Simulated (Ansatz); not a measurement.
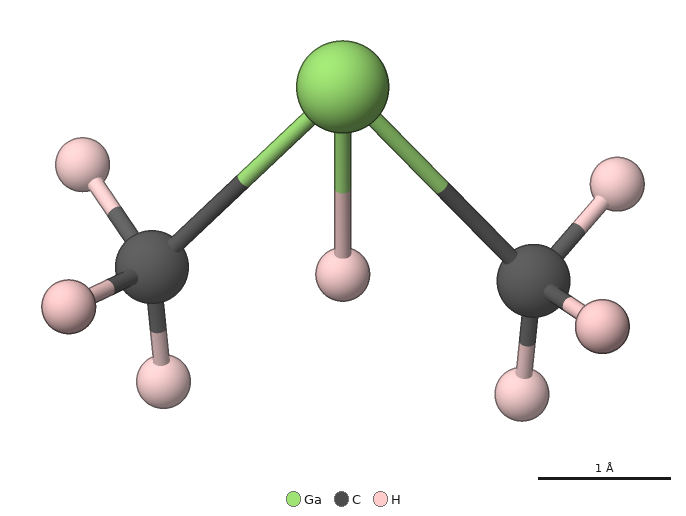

The picture shows the input geometry.

Ansatz 0.2.0 input:

```yaml
crystal:
  periodic: [false, false, false]
  atoms:
    - {symbol: Ga, position_ang: [0.415806, 0.416219, 1.619934]}
    - {symbol: C, position_ang: [0.459965, 1.277772, -0.520347]}
    - {symbol: H, position_ang: [-0.016808, -0.018501, -0.069441]}
    - {symbol: C, position_ang: [-0.493487, -1.311687, 0.389487]}
    - {symbol: H, position_ang: [-0.092360, 2.201599, -0.325870]}
    - {symbol: H, position_ang: [1.525449, 1.522071, -0.562758]}
    - {symbol: H, position_ang: [0.168798, 0.934722, -1.521805]}
    - {symbol: H, position_ang: [-0.724186, -1.498411, -0.667557]}
    - {symbol: H, position_ang: [-1.429583, -1.418822, 0.945028]}
    - {symbol: H, position_ang: [0.186306, -2.104861, 0.713429]}
basis:
  gaussian: {orbitals: def2-SVP}
hamiltonian: {xc: {name: CAM-B3LYP}, dispersion: d4}
md: {n_steps: 80, timestep: 0.75, temperature: 200, ensemble: nvt_nose_hoover, seed: 900, initial_velocities: maxwell_boltzmann}
```

Command:

```sh
ansatz run in.yaml --threads 4 --pin off --events-out ev --progress --plain --max-ram 9574MiB
```

Result (its end):

```
mean field -54558.81752976 eV, -2004.9995629239 hartree, gradient 4.2e-5 eV, S^2 0.000000; 1 other end points of the search recorded, 0 dependent functions left out
the calculation of the forces begins
reference -54558.81764980 eV, -2004.9995673352 hartree; 25, 25 occupied and 70, 70 virtual orbitals, 1039 factors
md step    80: t =    60.00 fs  T =   808.7 K  F+E_penalty+E_count = -54558.93894310 eV  E_kin = 0.836222 eV  conserved = -54557.25026491 eV  (27 SCF iters, 3 dispersion substeps)
Total energy: -54558.93906314 eV, -2005.0040291933 hartree
Atom 0 at     0.491755     0.609124     1.613400 Å, force    -0.055772    -0.842318     1.146324 eV/Å
Atom 1 at     0.629329     1.541428    -0.071802 Å, force     0.676774     1.219140    -0.609761 eV/Å
Atom 2 at    -0.401232    -2.345094    -1.073587 Å, force    -1.255409    -0.121530     1.920611 eV/Å
Atom 3 at    -0.970992    -2.386160    -0.038077 Å, force     0.158715    -0.289901    -2.183436 eV/Å
Atom 4 at    -0.274516     2.191390    -0.039027 Å, force     0.308415     0.143579    -0.152958 eV/Å
Atom 5 at     1.556743     2.182826     0.096928 Å, force    -0.893127    -0.277060    -0.241141 eV/Å
Atom 6 at     0.709623     1.121812    -1.079022 Å, force    -0.024591    -0.248983    -0.123785 eV/Å
Atom 7 at    -1.955538    -2.901691    -0.127856 Å, force     0.585956    -0.017870    -0.272776 eV/Å
Atom 8 at    -1.244473    -1.368464     0.261629 Å, force     0.435601     0.142111     0.275797 eV/Å
Atom 9 at    -0.354640    -2.944693     0.673934 Å, force     0.063439     0.292832     0.241125 eV/Å
Dipole moment:    -0.016459     0.013878    -0.218032 e Å
```

The calculation finished and met its thresholds.
